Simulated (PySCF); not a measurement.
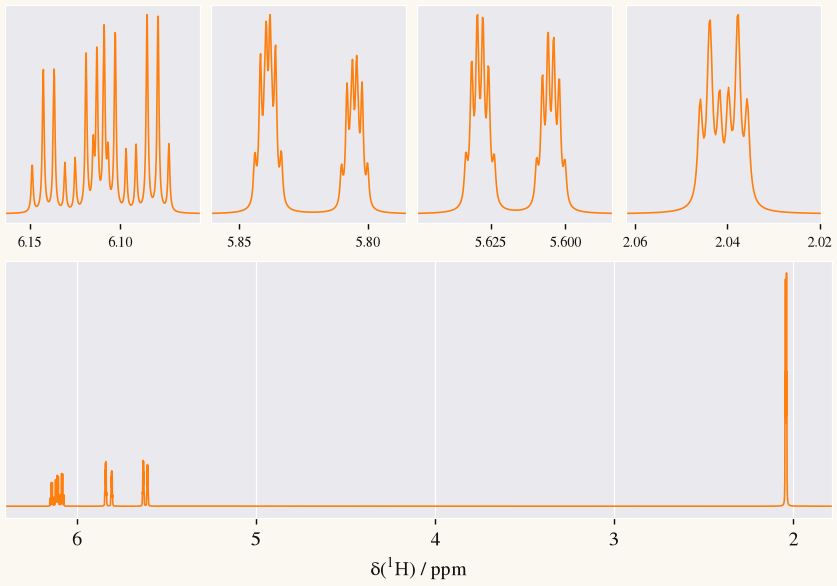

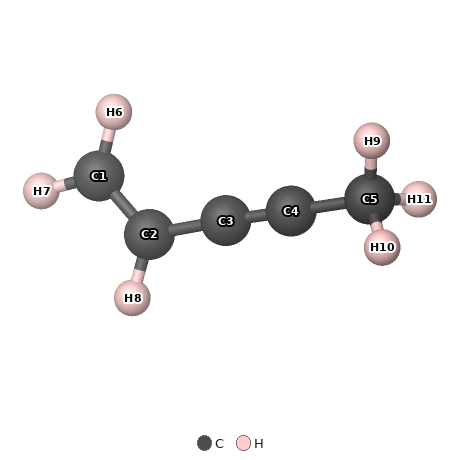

C₅H₆, SMILES C=CC#CC. Simulated ¹H spectrum at 500 MHz, line width 0.6 Hz, from GIAO shifts (B97-2/pcSseg-2, against TMS) and couplings (B97-2/pcJ-2), PySCF, at a PBE0-D3(BJ)/def2-TZVP geometry (no frequency check). Gas phase, values of one conformer, averaged over methyl-type rotors and exact or near symmetry; couplings among ¹H are treated exactly, other nuclei are left out. The spin-dipole term of J is left out for all pairs. The upper panels enlarge each group of lines, each scaled alone.

> Assign the signals.

```csv
δ (ppm),nuclei,atoms
6.11,1,H8
5.82,1,H6
5.62,1,H7
2.04,3,"H9, H10, H11"
```

> Which couplings enter the simulation?

| pair | J (Hz) |
| --- | --- |
| H8–H6 | 16.8 |
| H8–H7 | 11.9 |
| H8 – H9/H10/H11 | 3.0 |
| H6–H7 | 1.8 |
| H6 – H9/H10/H11 | −1.1 |
| H7 – H9/H10/H11 | −1.0 |

Not listed: couplings under 0.5 Hz, those between magnetically equivalent nuclei.
